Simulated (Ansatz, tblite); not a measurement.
# The cluster H₂W₂+: competing shapes, part 1 of 2

Which shape does the cluster H₂W₂+ prefer? Candidates from a tight-binding search are relaxed and compared.

Computed with Ansatz 0.2.0, Gaussian basis. Level: relaxed with PBE-D4/def2-TZVP, doublet.

### 1 Starting geometry

4 atoms, charge 1, spin multiplicity 2.

Atoms are counted from 1 here; the program's logs count them from 0.

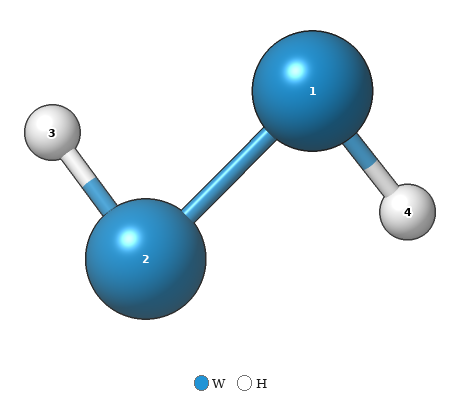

The starting geometry (tungsten blue, hydrogen white); atoms are numbered from 1 in the order of the file.

Coordinates:

| atom | x (Å) | y (Å) | z (Å) |
| --- | --- | --- | --- |
| W1 | 1.1547 | -0.4869 | 0.1368 |
| W2 | -1.2388 | 0.2264 | 0.0675 |
| H3 | -0.6905 | 1.3610 | 1.1701 |
| H4 | 0.7745 | -1.1004 | -1.3744 |

W takes a core potential in the def2 sets. No spin-orbit coupling is included. The ion is computed in the gas phase, without counter-ions or solvent.

A search from random starts with GFN1-xTB found 2 distinct shapes; 2 go on here. The structure above is candidate A, which lies 0.00 eV above the lowest at that level; B lies 2.31 eV above the lowest at that level.

### 2 Relaxing candidate A

Contents of in.yaml:

```yaml
crystal:
  periodic: [false, false, false]
  atoms:
    - {symbol: W, position_ang: [1.154720, -0.486900, 0.136770]}
    - {symbol: W, position_ang: [-1.238790, 0.226400, 0.067540]}
    - {symbol: H, position_ang: [-0.690460, 1.360950, 1.170050]}
    - {symbol: H, position_ang: [0.774520, -1.100450, -1.374370]}
basis:
  gaussian: {orbitals: def2-TZVP}
total_charge: 1
magnetization: {spin_polarized: true, initial_magnetization: 1}
hamiltonian: {xc: pbe, dispersion: d4}
scf: {omitted_lower_state_checks: [starts]}
output: {orbitals: {seedname: orbitals}}
relax: {f_tol: 0.02, max_steps: 100}
```

Command:

```
$ ansatz run in.yaml --threads 4 --pin off --events-out ev --progress --plain --max-ram 3916MiB
```

What it wrote:

```text
Functional definition: PBE
  name "PBE"
  cite "Perdew, Burke & Ernzerhof, Phys. Rev. Lett. 77, 3865 (1996) doi:10.1103/PhysRevLett.77.3865"
  parent pbe
  parameter kappa = 0.804
  parameter beta = 0.06672455060314922
  exchange = pbe_x(kappa = kappa, mu = beta*pi^2/3)
  correlation = pbe_c(beta = beta)
these checks for a lower state are left out or cut short: starts
736 factors; their error is unknown
mean field evaluation 1: about -3664.3676 eV, gradient 4.1e1 eV
mean field evaluation 2: about -3633.0100 eV, gradient 8.5e1 eV
mean field evaluation 4: about -3639.3603 eV, gradient 8.2e1 eV
mean field evaluation 8: about -3672.7828 eV, gradient 1.0e1 eV
mean field evaluation 16: about -3673.9165 eV, gradient 1.3e-2 eV
mean field -3673.91647538 eV, -135.0139402004 hartree, gradient 5.8e-6 eV, S^2 2.082448; 0 other end points of the search recorded, 0 dependent functions left out
the calculation of the forces begins
reference -3673.91652097 eV, -135.0139418756 hartree; 15, 14 occupied and 77, 78 virtual orbitals, 736 factors
relax step   1: F+E_penalty+E_count = -3674.00019052 eV  Δ(F+E_penalty+E_count) = +0.000e0 eV  max|allowed force component| = 4.204e0 eV/Å  Δτ_max = 0.0000 Å  (95 SCF iters, accepted)
these checks for a lower state are left out or cut short: starts, cluster_reference, orbital_swaps, neighbouring_geometries, increment
736 factors; their error is unknown
mean field evaluation 32: about -3675.0527 eV, gradient 1.5e-1 eV
mean field -3675.05594807 eV, -135.0558150490 hartree, gradient 6.4e-6 eV, S^2 0.845950; 0 other end points of the search recorded, 0 dependent functions left out
the calculation of the forces begins
reference -3675.05599025 eV, -135.0558165994 hartree; 15, 14 occupied and 77, 78 virtual orbitals, 736 factors
relax step   2: F+E_penalty+E_count = -3675.13841740 eV  Δ(F+E_penalty+E_count) = -1.138e0 eV  max|allowed force component| = 1.119e0 eV/Å  Δτ_max = 0.1957 Å  (84 SCF iters, accepted)
these checks for a lower state are left out or cut short: starts, cluster_reference, orbital_swaps, neighbouring_geometries, increment
736 factors; their error is unknown
mean field -3675.12229343 eV, -135.0582531962 hartree, gradient 3.3e-6 eV, S^2 0.979834; 0 other end points of the search recorded, 0 dependent functions left out
the calculation of the forces begins
reference -3675.12233631 eV, -135.0582547718 hartree; 15, 14 occupied and 77, 78 virtual orbitals, 736 factors
relax step   3: F+E_penalty+E_count = -3675.20409854 eV  Δ(F+E_penalty+E_count) = -6.568e-2 eV  max|allowed force component| = 4.363e-1 eV/Å  Δτ_max = 0.1279 Å  (68 SCF iters, accepted)
these checks for a lower state are left out or cut short: starts, cluster_reference, orbital_swaps, neighbouring_geometries, increment
736 factors; their error is unknown
mean field evaluation 64: about -3675.0510 eV, gradient 2.3e1 eV
mean field -3675.13372645 eV, -135.0586733519 hartree, gradient 3.3e-6 eV, S^2 0.924728; 0 other end points of the search recorded, 0 dependent functions left out
the calculation of the forces begins
reference -3675.13376926 eV, -135.0586749253 hartree; 15, 14 occupied and 77, 78 virtual orbitals, 736 factors
relax step   4: F+E_penalty+E_count = -3675.21509465 eV  Δ(F+E_penalty+E_count) = -1.100e-2 eV  max|allowed force component| = 1.344e-1 eV/Å  Δτ_max = 0.0705 Å  (63 SCF iters, accepted)
these checks for a lower state are left out or cut short: starts, cluster_reference, orbital_swaps, neighbouring_geometries, increment
736 factors; their error is unknown
mean field -3675.13978059 eV, -135.0588958374 hartree, gradient 1.2e-5 eV, S^2 0.931366; 0 other end points of the search recorded, 0 dependent functions left out
the calculation of the forces begins
reference -3675.13982341 eV, -135.0588974109 hartree; 15, 14 occupied and 77, 78 virtual orbitals, 736 factors
relax step   5: F+E_penalty+E_count = -3675.22162868 eV  Δ(F+E_penalty+E_count) = -6.534e-3 eV  max|allowed force component| = 8.910e-2 eV/Å  Δτ_max = 0.0371 Å  (55 SCF iters, accepted)
these checks for a lower state are left out or cut short: starts, cluster_reference, orbital_swaps, neighbouring_geometries, increment
736 factors; their error is unknown
mean field evaluation 96: about -3675.1500 eV, gradient 8.2e-3 eV
mean field -3675.14034422 eV, -135.0589165505 hartree, gradient 9.5e-6 eV, S^2 0.929394; 0 other end points of the search recorded, 0 dependent functions left out
the calculation of the forces begins
reference -3675.14038704 eV, -135.0589181240 hartree; 15, 14 occupied and 77, 78 virtual orbitals, 736 factors
relax step   6: F+E_penalty+E_count = -3675.22225815 eV  Δ(F+E_penalty+E_count) = -6.295e-4 eV  max|allowed force component| = 7.367e-3 eV/Å  Δτ_max = 0.0033 Å  (51 SCF iters, accepted)
these checks for a lower state are left out or cut short: starts
736 factors; their error is unknown
mean field -3675.14034422 eV, -135.0589165505 hartree, gradient 9.5e-6 eV, S^2 0.929394; 0 other end points of the search recorded, 0 dependent functions left out
the calculation of the forces begins
reference -3675.14038704 eV, -135.0589181240 hartree; 15, 14 occupied and 77, 78 virtual orbitals, 736 factors
Total energy: -3675.22230097 eV, -135.0619284054 hartree
Atom 0 at     1.026099    -0.309053     0.026770 Å, force    -0.003982    -0.005736    -0.007367 eV/Å
Atom 1 at    -1.023256     0.309722    -0.028139 Å, force     0.002167     0.001883     0.004919 eV/Å
Atom 2 at    -0.767300     1.289190     1.334339 Å, force    -0.000604    -0.001873    -0.004257 eV/Å
Atom 3 at     0.764447    -1.289858    -1.332981 Å, force     0.002420     0.005725     0.006705 eV/Å
Dipole moment:    -0.002643     0.001599     0.000134 e Å
Checks for a lower state left out: starts
```

Wall time 9 s (4 threads of Intel Xeon Platinum 8488C, shared host).

Step by step:

| step | energy from step 1 (eV) | largest force component (eV/Å) |
| --- | --- | --- |
| 1 | 0.0000 | 4.2039 |
| 2 | -1.1382 | 1.1193 |
| 3 | -1.2039 | 0.4363 |
| 4 | -1.2149 | 0.1344 |
| 5 | -1.2214 | 0.0891 |
| 6 | -1.2221 | 0.0074 |

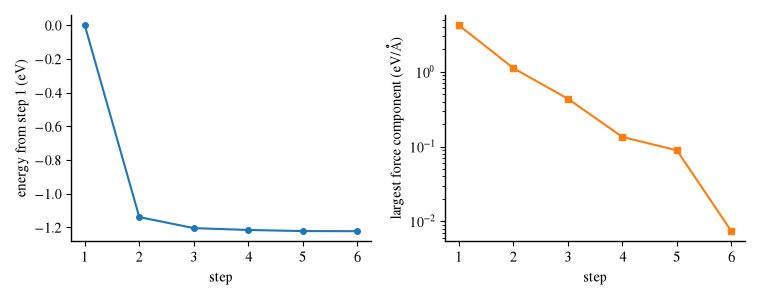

Energy and largest force along the relaxation.

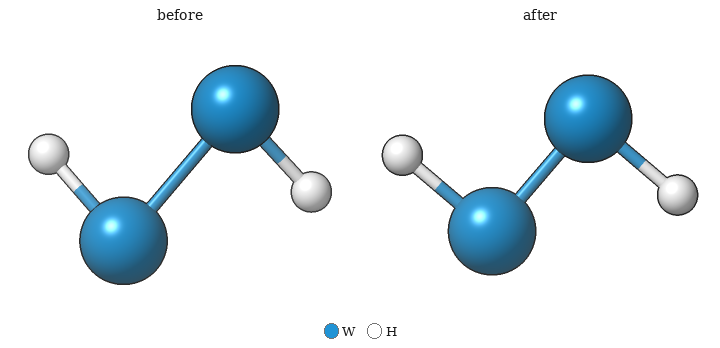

Before and after, at one scale.

Close pairs (by a distance rule), those that changed most:

| bond | before (Å) | after (Å) | change (Å) |
| --- | --- | --- | --- |
| W1–W2 | 2.498 | 2.141 | -0.357 |
| W2–H3 | 1.674 | 1.697 | +0.023 |
| W1–H4 | 1.675 | 1.697 | +0.022 |

### 3 Relaxing candidate B

Contents of in.yaml:

```yaml
crystal:
  periodic: [false, false, false]
  atoms:
    - {symbol: W, position_ang: [1.248620, 0.000390, -0.043500]}
    - {symbol: W, position_ang: [-1.248710, -0.001920, 0.038550]}
    - {symbol: H, position_ang: [2.915170, 0.003590, -0.093230]}
    - {symbol: H, position_ang: [-2.915070, -0.002060, 0.098180]}
basis:
  gaussian: {orbitals: def2-TZVP}
total_charge: 1
magnetization: {spin_polarized: true, initial_magnetization: 1}
hamiltonian: {xc: pbe, dispersion: d4}
scf: {omitted_lower_state_checks: [starts]}
output: {orbitals: {seedname: orbitals}}
relax: {f_tol: 0.02, max_steps: 100}
```

The command is unchanged.

What it wrote:

```text
Functional definition: PBE
  name "PBE"
  cite "Perdew, Burke & Ernzerhof, Phys. Rev. Lett. 77, 3865 (1996) doi:10.1103/PhysRevLett.77.3865"
  parent pbe
  parameter kappa = 0.804
  parameter beta = 0.06672455060314922
  exchange = pbe_x(kappa = kappa, mu = beta*pi^2/3)
  correlation = pbe_c(beta = beta)
these checks for a lower state are left out or cut short: starts
736 factors; their error is unknown
mean field evaluation 1: about -3666.5734 eV, gradient 2.8e1 eV
mean field evaluation 2: about -3656.0027 eV, gradient 5.2e1 eV
mean field evaluation 4: about -3641.0802 eV, gradient 7.9e1 eV
mean field evaluation 8: about -3670.6645 eV, gradient 7.7e0 eV
mean field evaluation 16: about -3671.9525 eV, gradient 1.8e-4 eV
mean field evaluation 32: about -3671.9525 eV, gradient 1.3e-3 eV
mean field -3671.95246590 eV, -134.9417641831 hartree, gradient 2.9e-9 eV, S^2 2.622199; 0 other end points of the search recorded, 0 dependent functions left out
the calculation of the forces begins
reference -3671.95251432 eV, -134.9417659623 hartree; 15, 14 occupied and 77, 78 virtual orbitals, 736 factors
relax step   1: F+E_penalty+E_count = -3672.02030126 eV  Δ(F+E_penalty+E_count) = +0.000e0 eV  max|allowed force component| = 4.552e0 eV/Å  Δτ_max = 0.0000 Å  (334 SCF iters, accepted)
these checks for a lower state are left out or cut short: starts, cluster_reference, orbital_swaps, neighbouring_geometries, increment
736 factors; their error is unknown
mean field evaluation 64: about -3673.2607 eV, gradient 3.8e-2 eV
mean field -3673.26075131 eV, -134.9898427852 hartree, gradient 8.1e-9 eV, S^2 1.351321; 0 other end points of the search recorded, 0 dependent functions left out
the calculation of the forces begins
reference -3673.26079494 eV, -134.9898443884 hartree; 15, 14 occupied and 77, 78 virtual orbitals, 736 factors
relax step   2: F+E_penalty+E_count = -3673.32977431 eV  Δ(F+E_penalty+E_count) = -1.309e0 eV  max|allowed force component| = 1.157e0 eV/Å  Δτ_max = 0.1948 Å  (363 SCF iters, accepted)
these checks for a lower state are left out or cut short: starts, cluster_reference, orbital_swaps, neighbouring_geometries, increment
736 factors; their error is unknown
mean field evaluation 96: about -3672.9882 eV, gradient 4.7e-1 eV
mean field evaluation 128: about -3673.0238 eV, gradient 1.3e-1 eV
mean field -3673.02389377 eV, -134.9811384311 hartree, gradient 7.8e-6 eV, S^2 0.750559; 0 other end points of the search recorded, 0 dependent functions left out
the calculation of the forces begins
reference -3673.02393601 eV, -134.9811399832 hartree; 15, 14 occupied and 77, 78 virtual orbitals, 736 factors
relax step   3: F+E_penalty+E_count = -3673.09494331 eV  Δ(F+E_penalty+E_count) = +2.348e-1 eV  max|allowed force component| = 5.468e0 eV/Å  Δτ_max = 0.1529 Å  (128 SCF iters, rejected (line search))
these checks for a lower state are left out or cut short: starts, cluster_reference, orbital_swaps, neighbouring_geometries, increment
736 factors; their error is unknown
mean field evaluation 160: about -3673.3115 eV, gradient 4.1e-10 eV
mean field -3673.31154077 eV, -134.9917092632 hartree, gradient 2.8e-6 eV, S^2 1.204745; 0 other end points of the search recorded, 0 dependent functions left out
the calculation of the forces begins
reference -3673.31158403 eV, -134.9917108532 hartree; 15, 14 occupied and 77, 78 virtual orbitals, 736 factors
relax step   4: F+E_penalty+E_count = -3673.38142096 eV  Δ(F+E_penalty+E_count) = -5.165e-2 eV  max|allowed force component| = 6.765e-1 eV/Å  Δτ_max = 0.0651 Å  (162 SCF iters, accepted)
these checks for a lower state are left out or cut short: starts, cluster_reference, orbital_swaps, neighbouring_geometries, increment
736 factors; their error is unknown
mean field evaluation 192: about -3673.3174 eV, gradient 9.2e-9 eV
mean field -3673.31742802 eV, -134.9919256159 hartree, gradient 8.9e-6 eV, S^2 1.127141; 0 other end points of the search recorded, 0 dependent functions left out
the calculation of the forces begins
reference -3673.31747113 eV, -134.9919272000 hartree; 15, 14 occupied and 77, 78 virtual orbitals, 736 factors
relax step   5: F+E_penalty+E_count = -3673.38734586 eV  Δ(F+E_penalty+E_count) = -5.925e-3 eV  max|allowed force component| = 9.453e-2 eV/Å  Δτ_max = 0.0097 Å  (162 SCF iters, accepted)
these checks for a lower state are left out or cut short: starts, cluster_reference, orbital_swaps, neighbouring_geometries, increment
736 factors; their error is unknown
mean field evaluation 224: about -3673.3177 eV, gradient 3.8e-6 eV
mean field -3673.31768103 eV, -134.9919349138 hartree, gradient 3.9e-8 eV, S^2 1.118418; 0 other end points of the search recorded, 0 dependent functions left out
the calculation of the forces begins
reference -3673.31772413 eV, -134.9919364975 hartree; 15, 14 occupied and 77, 78 virtual orbitals, 736 factors
relax step   6: F+E_penalty+E_count = -3673.38755015 eV  Δ(F+E_penalty+E_count) = -2.043e-4 eV  max|allowed force component| = 1.715e-2 eV/Å  Δτ_max = 0.0033 Å  (336 SCF iters, accepted)
these checks for a lower state are left out or cut short: starts
736 factors; their error is unknown
mean field -3673.31768103 eV, -134.9919349138 hartree, gradient 3.9e-8 eV, S^2 1.118418; 0 other end points of the search recorded, 0 dependent functions left out
the calculation of the forces begins
reference -3673.31772413 eV, -134.9919364975 hartree; 15, 14 occupied and 77, 78 virtual orbitals, 736 factors
Total energy: -3673.38759324 eV, -134.9945041402 hartree
Atom 0 at     1.031376     0.001391    -0.035224 Å, force     0.003616    -0.017031    -0.012777 eV/Å
Atom 1 at    -1.032844    -0.002725     0.030967 Å, force    -0.005019     0.017149     0.013086 eV/Å
Atom 2 at     2.772072     0.002932    -0.089165 Å, force     0.000807     0.006309     0.004608 eV/Å
Atom 3 at    -2.770593    -0.001598     0.093422 Å, force     0.000596    -0.006427    -0.004917 eV/Å
Dipole moment:    -0.006759    -0.000514    -0.001424 e Å
Checks for a lower state left out: starts
```

Run time: 55 s. Hardware: 4 threads of Intel Xeon Platinum 8488C, shared host.

Relaxation path: (the energy doesn't fall at every step)

| step | energy from step 1 (eV) | largest force component (eV/Å) |
| --- | --- | --- |
| 1 | 0.0000 | 4.5522 |
| 2 | -1.3095 | 1.1567 |
| 3 | -1.0746 | 5.4682 |
| 4 | -1.3611 | 0.6765 |
| 5 | -1.3670 | 0.0945 |
| 6 | -1.3672 | 0.0171 |

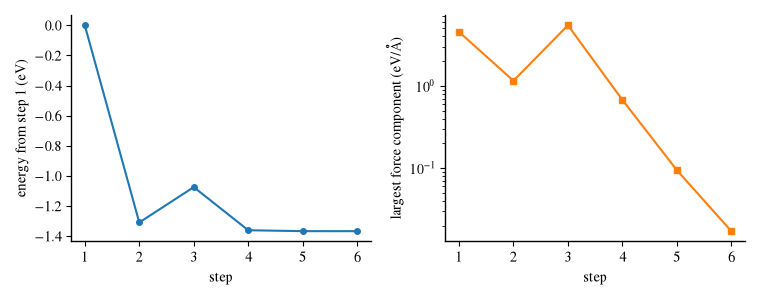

Energy and largest force along the relaxation.

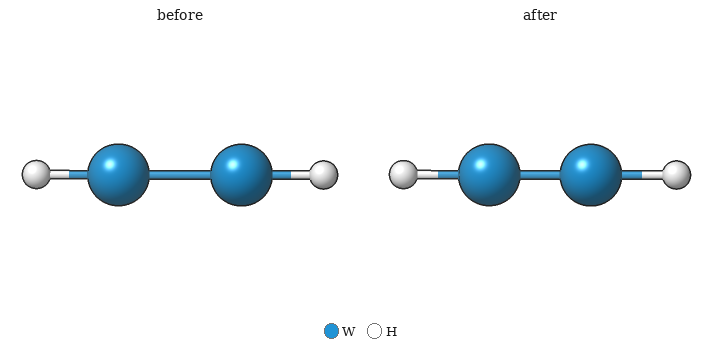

Before and after, at one scale.

Distances of close pairs at the start and the end, largest changes first:

| bond | before (Å) | after (Å) | change (Å) |
| --- | --- | --- | --- |
| W1–W2 | 2.499 | 2.065 | -0.433 |
| W1–H3 | 1.667 | 1.742 | +0.074 |
| W2–H4 | 1.667 | 1.739 | +0.071 |

### 4 The relaxed candidates

| candidate | point group | bonds (count, mean Å) | energy above the lowest (eV) |
| --- | --- | --- | --- |
| A | C2h | W–W 1, 2.14; H–W 2, 1.70 | 0.000 |
| B | Dinfh | W–W 1, 2.07; H–W 2, 1.74 | 1.835 |

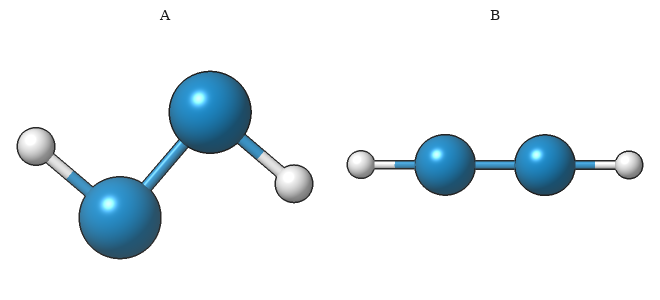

The candidates after relaxation.

### 5 Candidate B, GFN1-xTB

Tight binding, by tblite at 300 K electronic temperature and without a spin-polarisation term:

```python
tblite.interface.Calculator('GFN1-xTB', numbers, positions, charge=1, uhf=1).singlepoint()
```

Energy -119.1630 eV; 0.003 s.

### 6 Candidate B, GFN2-xTB

Tight binding, by tblite at 300 K electronic temperature and without a spin-polarisation term:

```python
tblite.interface.Calculator('GFN2-xTB', numbers, positions, charge=1, uhf=1).singlepoint()
```

Energy -136.2707 eV; 0.007 s.

### 7 Candidate B, PBE0-D4/def2-TZVP

start.molden holds the orbitals of an earlier run on this state, given as this run's starting guess.

Contents of in.yaml:

```yaml
crystal:
  periodic: [false, false, false]
  atoms:
    - {symbol: W, position_ang: [1.031376, 0.001391, -0.035224]}
    - {symbol: W, position_ang: [-1.032844, -0.002725, 0.030967]}
    - {symbol: H, position_ang: [2.772072, 0.002932, -0.089165]}
    - {symbol: H, position_ang: [-2.770593, -0.001598, 0.093422]}
basis:
  gaussian: {orbitals: def2-TZVP, initial_orbitals: start.molden}
total_charge: 1
magnetization: {spin_polarized: true, initial_magnetization: 1}
hamiltonian: {xc: pbe0, dispersion: d4}
scf: {omitted_lower_state_checks: [starts]}
output: {orbitals: {seedname: orbitals}}
```

Same command.

What it wrote:

```text
Functional definition: PBE0
  name "PBE0"
  cite "Adamo & Barone, J. Chem. Phys. 110, 6158 (1999) doi:10.1063/1.478522"
  cite "Perdew, Burke & Ernzerhof, Phys. Rev. Lett. 77, 3865 (1996) doi:10.1103/PhysRevLett.77.3865"
  parent pbe
  parameter a = 0.25
  parameter kappa = 0.804
  parameter beta = 0.06672455060314922
  exchange = (1 - a)*pbe_x(kappa = kappa, mu = beta*pi^2/3) + a*exact_x
  correlation = pbe_c(beta = beta)
these checks for a lower state are left out or cut short: starts
888 factors; their error is unknown
mean field evaluation 1: about -3669.6700 eV, gradient 4.2e0 eV
mean field evaluation 2: about -3669.9008 eV, gradient 1.5e0 eV
mean field evaluation 4: about -3669.9763 eV, gradient 1.9e-1 eV
mean field evaluation 8: about -3669.9775 eV, gradient 3.4e-5 eV
mean field evaluation 16: about -3669.9777 eV, gradient 4.1e-2 eV
mean field evaluation 32: about -3669.9775 eV, gradient 2.9e-3 eV
mean field -3669.97749006 eV, -134.8691851596 hartree, gradient 2.3e-7 eV, S^2 1.727381; 0 other end points of the search recorded, 0 dependent functions left out
reference -3669.97752280 eV, -134.8691863629 hartree; 15, 14 occupied and 77, 78 virtual orbitals, 888 factors
Total energy: -3670.03741373 eV, -134.8713873137 hartree
Checks for a lower state left out: starts
```

Wall time 19 s (4 threads of Intel Xeon Platinum 8488C, shared host).

Report: HOMO -12.51 eV, LUMO -9.67 eV (over both spins); ⟨S²⟩ 1.727 (pure: 0.75). Doubts: spin contamination.

### 8 Candidate B, PBE-D4/def2-TZVP

Edit in.yaml of step 7 so:

```diff
@@ -11,4 +11,4 @@
 magnetization: {spin_polarized: true, initial_magnetization: 1}
-hamiltonian: {xc: pbe0, dispersion: d4}
+hamiltonian: {xc: pbe, dispersion: d4}
 scf: {omitted_lower_state_checks: [starts]}
-output: {orbitals: {seedname: orbitals}}
+output: {forces: true, orbitals: {seedname: orbitals}}
```

The command is unchanged.

What it wrote:

```text
Functional definition: PBE
  name "PBE"
  cite "Perdew, Burke & Ernzerhof, Phys. Rev. Lett. 77, 3865 (1996) doi:10.1103/PhysRevLett.77.3865"
  parent pbe
  parameter kappa = 0.804
  parameter beta = 0.06672455060314922
  exchange = pbe_x(kappa = kappa, mu = beta*pi^2/3)
  correlation = pbe_c(beta = beta)
these checks for a lower state are left out or cut short: starts
736 factors; their error is unknown
mean field evaluation 1: about -3673.0883 eV, gradient 4.1e0 eV
mean field evaluation 2: about -3673.2941 eV, gradient 4.6e-1 eV
mean field evaluation 4: about -3673.3150 eV, gradient 1.7e-1 eV
mean field evaluation 8: about -3673.3177 eV, gradient 8.0e-4 eV
mean field evaluation 16: about -3673.3177 eV, gradient 2.1e-6 eV
mean field evaluation 32: about -3673.3177 eV, gradient 5.0e-6 eV
mean field -3673.31768103 eV, -134.9919349139 hartree, gradient 2.0e-8 eV, S^2 1.118419; 0 other end points of the search recorded, 0 dependent functions left out
the calculation of the forces begins
reference -3673.31772413 eV, -134.9919364975 hartree; 15, 14 occupied and 77, 78 virtual orbitals, 736 factors
Total energy: -3673.38759324 eV, -134.9945041402 hartree
Atom 0 at     1.031376     0.001391    -0.035224 Å, force     0.003611    -0.017029    -0.012781 eV/Å
Atom 1 at    -1.032844    -0.002725     0.030967 Å, force    -0.005014     0.017147     0.013090 eV/Å
Atom 2 at     2.772072     0.002932    -0.089165 Å, force     0.000806     0.006309     0.004609 eV/Å
Atom 3 at    -2.770593    -0.001598     0.093422 Å, force     0.000596    -0.006426    -0.004918 eV/Å
Dipole moment:    -0.006759    -0.000514    -0.001424 e Å
Checks for a lower state left out: starts
```

Run time: 11 s. Hardware: 4 threads of Intel Xeon Platinum 8488C, shared host.

From the report: HOMO -11.29 eV, LUMO -10.74 eV (over both spins); ⟨S²⟩ 1.118 (pure: 0.75). Doubts: spin contamination.

### 9 Candidate B, r2SCAN-D4/def2-TZVP

Edit in.yaml of step 8 so:

```diff
@@ -11,4 +11,4 @@
 magnetization: {spin_polarized: true, initial_magnetization: 1}
-hamiltonian: {xc: pbe, dispersion: d4}
+hamiltonian: {xc: r2scan, dispersion: d4}
 scf: {omitted_lower_state_checks: [starts]}
-output: {forces: true, orbitals: {seedname: orbitals}}
+output: {orbitals: {seedname: orbitals}}
```

Same command.

What it wrote:

```text
Functional definition: r2SCAN
  name "r2SCAN"
  cite "Furness, Kaplan, Ning, Perdew & Sun, J. Phys. Chem. Lett. 11, 8208 (2020) doi:10.1021/acs.jpclett.0c02405"
  cite "Furness, Kaplan, Ning, Perdew & Sun, J. Phys. Chem. Lett. 11, 9248 (2020) doi:10.1021/acs.jpclett.0c03077"
  parent r2scan
  parameter k0 = 0.174
  parameter k1 = 0.065
  parameter a1 = 4.9479
  exchange = r2scan_x(k0 = k0, k1 = k1, a1 = a1)
  correlation = r2scan_c
these checks for a lower state are left out or cut short: starts
736 factors; their error is unknown
mean field evaluation 1: about -3672.6844 eV, gradient 2.8e0 eV
mean field evaluation 2: about -3672.7454 eV, gradient 1.4e-1 eV
mean field evaluation 4: about -3672.7386 eV, gradient 7.3e-3 eV
mean field evaluation 8: about -3672.7387 eV, gradient 1.5e-1 eV
mean field evaluation 16: about -3672.7386 eV, gradient 3.9e-5 eV
mean field -3672.73862741 eV, -134.9706550856 hartree, gradient 6.9e-6 eV, S^2 1.740543; 0 other end points of the search recorded, 0 dependent functions left out
reference -3672.73864583 eV, -134.9706557627 hartree; 15, 14 occupied and 77, 78 virtual orbitals, 736 factors
Total energy: -3672.75180462 eV, -134.9711393394 hartree
Checks for a lower state left out: starts
```

Run time: 7.5 s. Hardware: 4 threads of Intel Xeon Platinum 8488C, shared host.

From the report: HOMO -11.63 eV, LUMO -10.51 eV (over both spins); ⟨S²⟩ 1.741 (pure: 0.75). Doubts: spin contamination.

(Continued in part 2 of 2.)
